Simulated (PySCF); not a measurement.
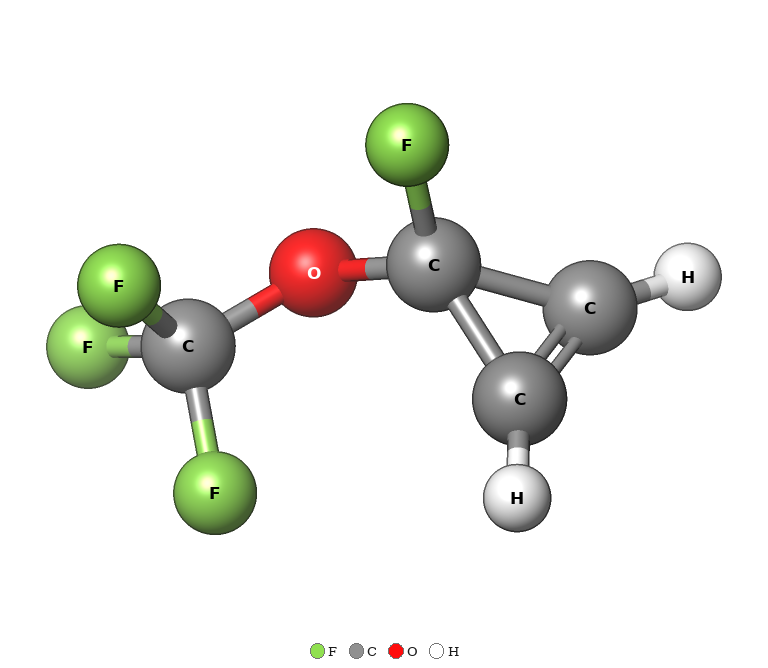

Ball-and-stick drawing of a structure. Double and triple bonds are drawn as two and three sticks.

Computed geometry: GFN2-xTB optimisation. No frequency run is at hand to confirm it as a minimum.

Question: Which formula does it have?

Answer: C4H2F4O, 11 atoms: 4 carbon, 2 hydrogen, 4 fluorine and 1 oxygen.

Question: Name functional groups in it.

Answer: Among them: ether, alkene, C–F bond.

Question: Give a SMILES string for it.

Answer: FC(F)(F)OC1(F)C=C1

Question: Describe its rings.

Answer: Independent rings (smallest set): 1 of 3 members.

Question: How many bonds of each kind are drawn?

Answer: 4 C–F, 3 C–C, 2 C–O, 2 C–H.

More results for the same structure follow; atom numbers are the same in all pictures, views and colours differ.

Geometry

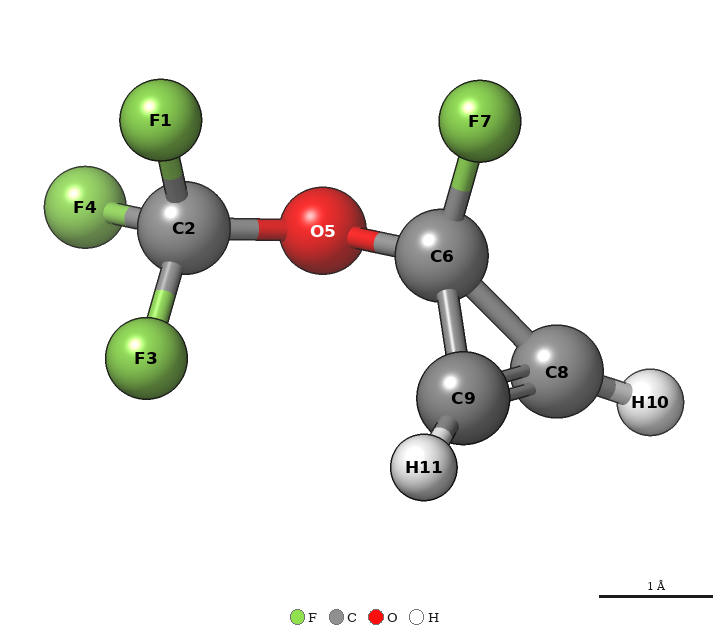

Numbered structure. No frequency run is at hand to confirm it as a minimum.

What are the angles F1–C2–F4, F1–C2–O5, F3–C2–F4, F3–C2–O5, O5–C6–C8, O5–C6–C9, C6–C8–C9, C6–C8–H10, C6–C9–C8, F7–C6–C9, C8–C9–H11, C9–C8–H10?

| angle | degrees |
| --- | --- |
| F1–C2–F4 | 107.6 |
| F1–C2–O5 | 114.5 |
| F3–C2–F4 | 107.0 |
| F3–C2–O5 | 112.7 |
| O5–C6–C8 | 121.1 |
| O5–C6–C9 | 123.6 |
| C6–C8–C9 | 63.6 |
| C6–C8–H10 | 145.2 |
| C6–C9–C8 | 63.3 |
| F7–C6–C9 | 120.1 |
| C8–C9–H11 | 151.1 |
| C9–C8–H10 | 151.2 |

Charges

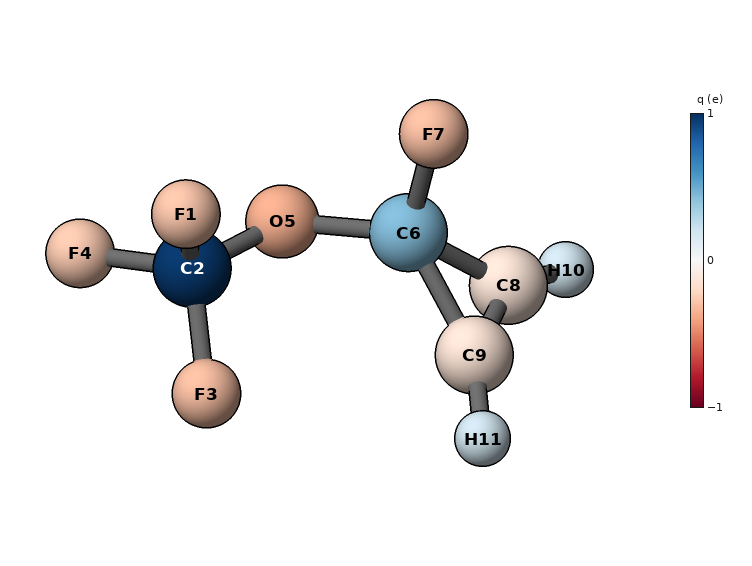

Atoms are coloured by their IAO charges. No frequency run is at hand to confirm it as a minimum. Properties computed with PBE0/pcSseg-1, gas phase (PySCF 2.14.0).

Question: Which atom carries the highest charge (most positive or least negative)?

Answer: C2 (0.95 e).

Question: And the lowest?

Answer: O5 (−0.35 e).

List the IAO charges.

| atom | value (e) |
| --- | --- |
| F1 | −0.28 |
| C2 | 0.95 |
| F3 | −0.30 |
| F4 | −0.27 |
| O5 | −0.35 |
| C6 | 0.44 |
| F7 | −0.30 |
| C8 | −0.13 |
| C9 | −0.14 |
| H10 | 0.19 |
| H11 | 0.19 |

Polarisability

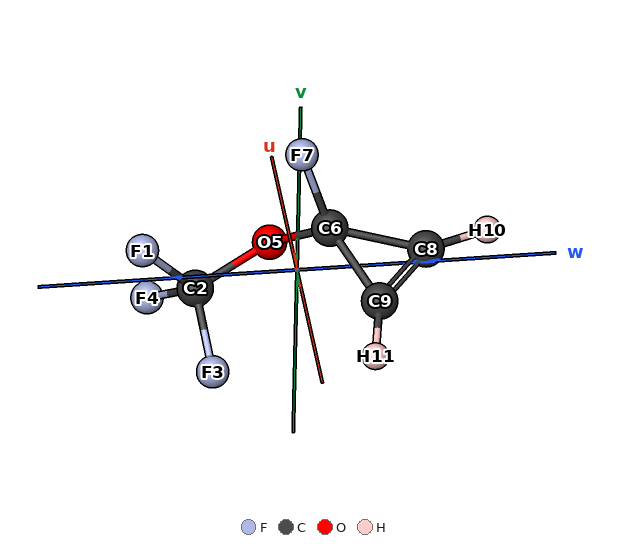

The lines u, v and w are the principal axes of the static dipole polarisability. No frequency run is at hand to confirm it as a minimum. Level of theory: PBE0/def2-SVPD (PySCF 2.14.0).

Question: Along which axis is the molecule most polarisable, and along which least?

Answer: Most along w (close to the long direction F4···C8), least along u.

Question: Give the three principal values.

Answer: u 44.3, v 49.3, w 58.1 bohr³; mean 50.6, anisotropy 12.1 bohr³.

Ring current

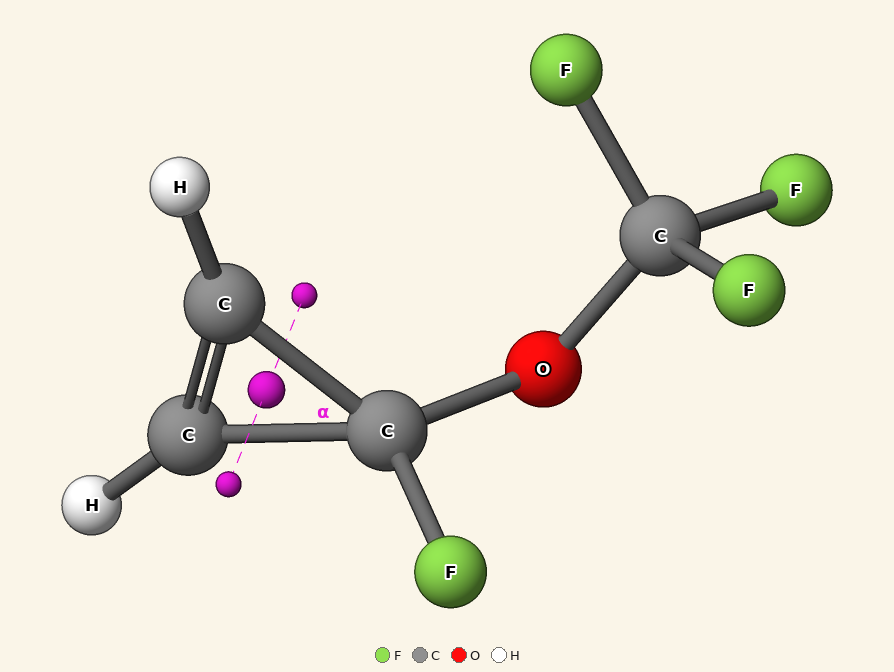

The small points mark where nucleus-independent chemical shifts (NICS) were computed: at the centre of each lettered ring and 1 Å above and below it. No frequency run is at hand to confirm it as a minimum. Method: GIAO PBE0/pcSseg-1 NMR shielding, non-relativistic, gas phase (PySCF 2.14.0).

Give NICS(0), NICS(1) and the out-of-plane component NICS(1)zz for each ring (means of the two sides).

| ring | members | NICS(0) | NICS(1) | NICS(1)zz |
| --- | --- | --- | --- | --- |
| α | C3 | −28.3 | −9.1 | −16.0 |

Values in ppm.

Quadrupole coupling

No frequency run is at hand to confirm it as a minimum. Electric field gradients from the ground-state density, PBE0/pcSseg-1 (PySCF 2.14.0), non-relativistic apart from any core potentials.

Give the largest field-gradient component, the quadrupole coupling constant and the asymmetry for 17O at O5 (Q = −25.6 mb).

```tsv
atom	V_zz (a.u.)	e²qQ/h (MHz)	η
O5	1.929	−11.60	0.85
```
